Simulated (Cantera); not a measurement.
Input: 1 mol PbO, 0.29 mol O2, 0.63 mol H2, at 1.00 Torr.

Method: chemical equilibrium by Gibbs-energy minimisation in Cantera with the NASA 1993 tables (ideal gas, pure condensed phases). Candidate condensed phases: H2O, Pb, PbO, PbO2, Pb3O4; 12 gas species. Mutual solubility and eutectic melting of coexisting phases are not modelled. Gases not in the tables: (PbO)n polymers. Equilibrium is a limit: real reactors are often held back by kinetics, nucleation or transport.

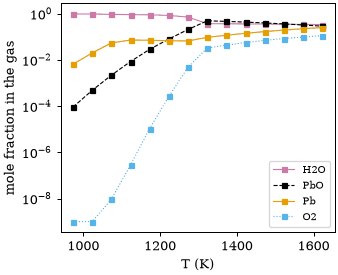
Figure: Equilibrium gas composition (values under 1e-9 drawn at 1e-9)

From 973 K to 1073 K the condensed part is Pb(l) + PbO(yellow). At 1123 K the condensed part is PbO(yellow). From 1173 K to 1273 K the condensed part is PbO(l). From 1323 K to 1623 K nothing is condensed.
